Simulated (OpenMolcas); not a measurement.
# OLYP/ANO-R2 (DKH8, RICD fitting) run of PF5 (pentafluorophosphorane), part 1 of 2

What is the vertical ionisation energy of PF5 (pentafluorophosphorane) at OLYP/ANO-R2 (DKH8, RICD fitting)? 

Program for the calculation: OpenMolcas 26.06.

## Step 1: The structure to begin with

PF5: 6 atoms, total charge 0, spin state singlet. As SMILES, `FP(F)(F)(F)F`. The shape is that of a GFN2-xTB optimisation.

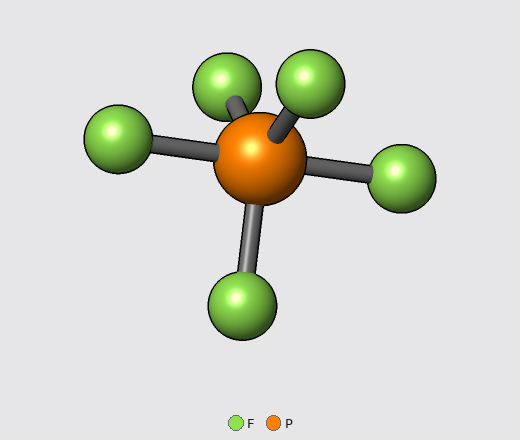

Viewed from a chosen angle; fluorine green, phosphorus orange.

## Step 2: The energy at OLYP/ANO-R2 (DKH8, RICD fitting)

Input file job.input:

```
&GATEWAY
 Coord
 6
 bohr
 F     -0.05431073    -2.27054373     1.87613899
 P     -0.00128501     0.00028346    -0.00034015
 F     -2.51082241     1.01757972    -1.16233274
 F      0.29249181    -1.90919030    -2.30030692
 F      2.56696617     1.25534506    -0.71556369
 F     -0.29303983     1.90654469     2.30240452
 Basis=ANO-R2
 Group=NoSym
 RICD

&SEWARD
 Relativistic=R08O02
 Expert

&SCF
 KSDFT=OLYP
 PrOrbitals=0
```

Started as:

```console
$ export MOLCAS_MEM=1860
$ pymolcas job.input > job.log
```

The log of the run:

```text
--- Start Module: gateway ---

                                              &GATEWAY

                       available to each process: 1.9 GB of memory, 1 thread

++    Symmetry information:
      ---------------------

                    Character Table for C1

                             E
                    a        1  x, y, xy, Rz, z, xz, Ry, yz, Rx, I
--

++    Basis set information:
      ----------------------

      Basis set label: F.ANO-R...4S4P2D1F.

      Electronic valence basis set:
      ------------------
      Associated Effective Charge   9.000000 au
      Associated Actual Charge      9.000000 au
      Nuclear Model: Finite nucleus - Gaussian distribution
        Gaussian exponent, Xi/bohr**(-2):  5.35469E+08

      Shell  nPrim  nBasis  Cartesian Spherical Contaminant
         s      13       4        X
         p       8       4        X
         d       4       2                 X
         f       3       1                 X

      Basis set label: P.ANO-R...5S4P3D1F.

      Electronic valence basis set:
      ------------------
      Associated Effective Charge  15.000000 au
      Associated Actual Charge     15.000000 au
      Nuclear Model: Finite nucleus - Gaussian distribution
        Gaussian exponent, Xi/bohr**(-2):  4.11175E+08

      Shell  nPrim  nBasis  Cartesian Spherical Contaminant
         s      16       5        X
         p      11       4        X
         d       7       3                 X
         f       5       1                 X

      Basis set label: F.ANO-R...4S4P2D1F.

      Electronic valence basis set:
      ------------------
      Associated Effective Charge   9.000000 au
      Associated Actual Charge      9.000000 au
      Nuclear Model: Finite nucleus - Gaussian distribution
        Gaussian exponent, Xi/bohr**(-2):  5.35469E+08

      Shell  nPrim  nBasis  Cartesian Spherical Contaminant
         s      13       4        X
         p       8       4        X
         d       4       2                 X
         f       3       1                 X
--

++    Molecular structure info:
      -------------------------

                    ************************************************
                    **** Cartesian Coordinates / bohr, angstrom ****
                    ************************************************

     Center  Label                x              y              z                     x              y              z
        1      F1              -0.054311      -2.270544       1.876139             -0.028740      -1.201520       0.992810
        2      P2              -0.001285       0.000283      -0.000340             -0.000680       0.000150      -0.000180
        3      F3              -2.510822       1.017580      -1.162333             -1.328670       0.538480      -0.615080
        4      F4               0.292492      -1.909190      -2.300307              0.154780      -1.010300      -1.217270
        5      F5               2.566966       1.255345      -0.715564              1.358380       0.664300      -0.378660
        6      F6              -0.293040       1.906545       2.302405             -0.155070       1.008900       1.218380

                    ***************************************
                    *    InterNuclear Distances / bohr    *
                    ***************************************

               1 F1            2 P2            3 F3            4 F4            5 F5            6 F6
    1 F1       0.000000
    2 P2       2.946293        0.000000
    3 F3       5.106713        2.946675        0.000000
    4 F4       4.206370        3.003705        4.209458        0.000000
    5 F5       5.100971        2.946632        5.102947        4.207009        0.000000
    6 F6       4.205563        3.003595        4.208708        6.007298        4.208542        0.000000

                    *******************************************
                    *    InterNuclear Distances / angstrom    *
                    *******************************************

               1 F1            2 P2            3 F3            4 F4            5 F5            6 F6
    1 F1       0.000000
    2 P2       1.559111        0.000000
    3 F3       2.702356        1.559314        0.000000
    4 F4       2.225915        1.589492        2.227549        0.000000
    5 F5       2.699318        1.559290        2.700363        2.226254        0.000000
    6 F6       2.225488        1.589434        2.227152        3.178925        2.227065        0.000000

                    **************************************
                    *    Valence Bond Angles / degree    *
                    **************************************
                          Atom centers                 Phi
                      1 F1       2 P2       3 F3       120.13
                      1 F1       2 P2       5 F5       119.90
                      3 F3       2 P2       5 F5       119.97
--

            Nuclear Potential Energy            403.94292564 au

--- Stop Module: gateway /rc=_RC_ALL_IS_WELL_ ---
--- Module gateway spent 1 second ---

--- Start Module: seward ---

                                              &SEWARD

                       available to each process: 1.9 GB of memory, 1 thread

 ###############################################################################
 ###    WARNING:  EXPERT option is ON!                                       ###
 ###############################################################################
               SEWARD will generate:
                  Multipole Moment integrals up to order  2
                  Kinetic Energy integrals
                  Nuclear Attraction integrals (finite nuclei - Gaussian type)
                  One-Electron Hamiltonian integrals
                  Velocity integrals
                  Relativistic Douglas-Kroll-Hess integrals:
                    - Parametrization         : OPT
                    - DKH order of Hamiltonian: 8
                    - DKH order of Properties : 2
                         - multipole moment operators
                         - electric potential operators
                         - contact operators
                  Orbital angular momentum around ( -0.0001   0.0000  -0.0000 )
                  Velocity quadrupole around ( -0.0001   0.0000  -0.0000 )
                  Atomic mean-field integrals
                  RI decomposed two-electron repulsion integrals stored Cholesky style
                   - acCD auxiliary basis
                   - CD Threshold:   1.00E-04

                   Integrals are discarded if absolute value <: 1.00E-14
                   Integral cutoff threshold is set to       <: 1.00E-16

            Nuclear Potential Energy            403.94292564 au

      Basis set specifications :
      Symmetry species         a
      Basis functions          204

--- Stop Module: seward /rc=_RC_ALL_IS_WELL_ ---
--- Module seward spent 37 seconds ---

--- Start Module: scf ---

                                                &SCF

                       available to each process: 1.9 GB of memory, 1 thread

++    Input section:
      --------------

      Header of the integral files:

      Cartesian coordinates in angstrom:
      -----------------------------------------------------
      No.  Label        X            Y            Z
      -----------------------------------------------------
       1   F1        -0.02874000  -1.20152000   0.99281000
       2   P2        -0.00068000   0.00015000  -0.00018000
       3   F3        -1.32867000   0.53848000  -0.61508000
       4   F4         0.15478000  -1.01030000  -1.21727000
       5   F5         1.35838000   0.66430000  -0.37866000
       6   F6        -0.15507000   1.00890000   1.21838000
      -----------------------------------------------------
      Nuclear repulsion energy =  403.94292564
--

++    Orbital specifications:
      -----------------------

      Symmetry species               1
                                     a
      Frozen orbitals                0
      Occupied orbitals             30
      Secondary orbitals           174
      Deleted orbitals               0
      Total number of orbitals     204
      Number of basis functions    204
--

      Molecular charge                           0.000

      Numerical integration parameters
      --------------------------------
      Radial quadrature type:                         MHL
      Size of radial grid:                            75
      Lebedev angular grid:                           29
      Angular grid pruned with the crowding factor:  3.00E+00
                                 and fading factor:  6.00E+00
      Screening threshold for integral computation:   1.00E-11
      Radial quadrature accuracy:                     1.00E-25
      Maximum batch size:                             128
      AO values are stored on disk
      The same grid will be used for all iterations.

      DFT functional specifications
      -----------------------------
      Using Libxc version: 6.2.2
      Please cite the following reference:
      S. Lehtola, C. Steigemann, M. J.T. Oliveira, and M. A.L. Marques.,  SoftwareX 7, 1–5 (2018) doi:10.1016/j.softx.2017.11.002

      * Handy & Cohen OPTX 01
        - N. C. Handy and A. J. Cohen.,  Mol. Phys. 99, 403 (2001) doi:10.1080/00268970010018431
      * Lee, Yang & Parr
        - C. Lee, W. Yang, and R. G. Parr.,  Phys. Rev. B 37, 785 (1988) doi:10.1103/PhysRevB.37.785
        - B. Miehlich, A. Savin, H. Stoll, and H. Preuss.,  Chem. Phys. Lett. 157, 200 (1989) doi:10.1016/0009-2614(89)87234-3

++    Optimization specifications:
      ----------------------------

      SCF Algorithm: LK-RI/DF
      LK screening threshold:                     4.50E-02
      Local-Exchange (LK) algorithm.
       - the density matrix is decomposed
      D(i)-D(i-1) density differences are used
      Number of density matrices in core                 5
      Maximum number of NDDO SCF iterations            400
      Maximum number of HF SCF iterations              400
      Threshold for SCF energy change             1.00E-09
      Threshold for density matrix                1.00E-04
      Threshold for Fock matrix                   1.50E-04
      Threshold for linear dependence             1.00E-09
      Threshold at which DIIS is turned on        1.50E-01
      Maximum depth in the DIIS procedure                5
      Maximum depth in the BFGS Hessian update          30
      Threshold at which QNR/C2DIIS is turned on  7.50E-02
      Threshold for Norm(delta) (QNR/C2DIIS)      1.00E-03
      All orbitals punched on: SCFORB
--

      Input vectors read from INPORB
      Orbital file label: *Guess orbitals

++ Convergence information
                                   OLYP       iterations: Energy and convergence statistics

Iter     Tot. OLYP       One-elec.       Two-elec.     Energy      Max Dij or  Max Fij      DNorm      TNorm      AccCon     Time
         Energy          Energy          Energy        Change      Delta Norm                                                in Sec.
   1  -840.942437326 -2041.359244406   796.473881440   0.00E+00    6.60E-01*   7.36E-01*    1.11E+01   3.42E+02   None         2.
   2  -839.316049806 -2057.695325114   814.436349668   1.63E+00*   1.22E-01*   1.64E-01*    5.29E+00   3.48E+02   EDIIS        2.
   3  -842.114697482 -2052.704632856   806.647009735  -2.80E+00*   5.63E-02*   1.83E-02*    1.61E+00   3.45E+02   c2DIIS       2.
   4  -842.111971808 -2047.575694564   801.520797116   2.73E-03*   1.58E-01*   3.33E-02*    5.32E-01   3.44E+02   QNRc2DIIS    2.
   5  -842.086387307 -2052.775572794   806.746259847   2.56E-02*   9.89E-02*   5.16E-02*    6.86E-01   3.45E+02   QNRc2DIIS    2.
   6  -842.128430837 -2050.920825125   804.849468649  -4.20E-02*   1.84E-02*   8.13E-03*    4.24E-01   3.45E+02   QNRc2DIIS    2.
   7  -842.129719682 -2050.164458990   804.091813668  -1.29E-03*   2.75E-03*   1.19E-03*    9.07E-02   3.45E+02   QNRc2DIIS    2.
   8  -842.129750566 -2050.150447328   804.077771122  -3.09E-05*   6.17E-04    4.79E-04*    1.19E-02   3.45E+02   QNRc2DIIS    2.
   9  -842.129753254 -2050.151835711   804.079156817  -2.69E-06*   9.56E-04    3.11E-04*    2.93E-03   3.45E+02   QNRc2DIIS    2.
  10  -842.129754821 -2050.142264210   804.069583749  -1.57E-06*   2.21E-05    1.70E-05     4.57E-03   3.45E+02   QNRc2DIIS    2.
  11  -842.129754823 -2050.142905737   804.070225274  -1.62E-09*   9.24E-06    5.19E-06     1.19E-04   3.45E+02   QNRc2DIIS    2.
  12  -842.129754823 -2050.142862599   804.070182136  -8.96E-11    4.90E-06    2.05E-06     4.07E-05   3.45E+02   QNRc2DIIS    2.

       Convergence after  12 Iterations
--

 *****************************************************************************************************************************
 *                                             SCF/KS-DFT Program, Final results                                             *
 *                                                       Final Results                                                       *
 *****************************************************************************************************************************

::    Total KS-DFT energy                            -842.1297548227
      One-electron energy                           -2050.1428625988
      Two-electron energy                             804.0701821363
      Nuclear repulsion energy                        403.9429256399
      Kinetic energy (interpolated)                   847.4348126853
      Virial theorem                                    0.9937398632
      Total spin, S(S+1)                                0.0000000000
      Total spin, S                                     0.0000000000
      Max non-diagonal density matrix element           0.0000031365
      Max non-diagonal Fock matrix element              0.0000013555

      No orbitals printed

++    Molecular charges:
      ------------------

      Mulliken charges per centre
      ---------------------------

                F1      P2      F3      F4      F5      F6
      Total    9.1862 13.9708  9.1861  9.2353  9.1863  9.2353

      N-E     -0.1862  1.0292 -0.1861 -0.2353 -0.1863 -0.2353

      Total electronic charge=   60.000000

      Total            charge=   -0.000000
--

++    Static properties:
      ------------------

      LoProp Charges per center

                   F1       P2       F3       F4       F5       F6
      Nuclear      9.0000  15.0000   9.0000   9.0000   9.0000   9.0000
      Electronic  -9.3563 -13.1323  -9.3560  -9.3996  -9.3563  -9.3995

      Total       -0.3563   1.8677  -0.3560  -0.3996  -0.3563  -0.3995
--

++    Natural Bond Order analysis
      ---------------------------
      Based on LoProp computed density
      -------------------------------------------------------------------------------------
      Atom A       Atom B       Bond Order
      -------------------------------------------------------------------------------------
      NBO located      1.001 non-bonded electrons on atom F1
      NBO located      0.993 non-bonded electrons on atom F1
      NBO located      1.000 non-bonded electrons on atom P2
      NBO located      1.000 non-bonded electrons on atom P2
      NBO located      0.997 non-bonded electrons on atom P2
      NBO located      0.996 non-bonded electrons on atom P2
      NBO located      0.996 non-bonded electrons on atom P2
      NBO located      1.000 non-bonded electrons on atom F3
      NBO located      1.017 non-bonded electrons on atom F3
      NBO located      1.001 non-bonded electrons on atom F4
      NBO located      0.996 non-bonded electrons on atom F4
      NBO located      0.998 non-bonded electrons on atom F5
      NBO located      1.006 non-bonded electrons on atom F5
      NBO located      1.001 non-bonded electrons on atom F6
      NBO located      0.996 non-bonded electrons on atom F6
      The remaining   16.894 electrons are to be considered as diffuse
--

++    Molecular properties:
      ---------------------

      Charge (e):
                      =   -0.0000
      Dipole Moment (debye):
      Origin of the operator (angstrom)=   -0.0001    0.0000   -0.0000
                   X= -6.4618E-03               Y=  1.7357E-03               Z= -1.7108E-03           Total=  6.9061E-03
      Quadrupole Moment (debye*angstrom):
      Origin of the operator (angstrom)=   -0.0001    0.0000   -0.0000
                  XX= -3.6392E+01              XY=  2.0627E-01              XZ=  2.4600E-01              YY= -3.7698E+01
                  YZ= -1.6074E+00              ZZ= -3.8305E+01
      In traceless form (debye*angstrom)
                  XX=  1.6089E+00              XY=  3.0940E-01              XZ=  3.6900E-01              YY= -3.4927E-01
                  YZ= -2.4110E+00              ZZ= -1.2596E+00
--

--- Stop Module: scf /rc=_RC_ALL_IS_WELL_ ---
--- Module scf spent 26 seconds ---

.##################.
.# Happy landing! #.
.##################.

    Timing: Wall=65.72 User=61.95 System=3.74
```

Run time: 66 s. Hardware: 1 thread of Arm Neoverse V1, shared host; peak memory 0.59 GiB.

(Continued in part 2 of 2.)
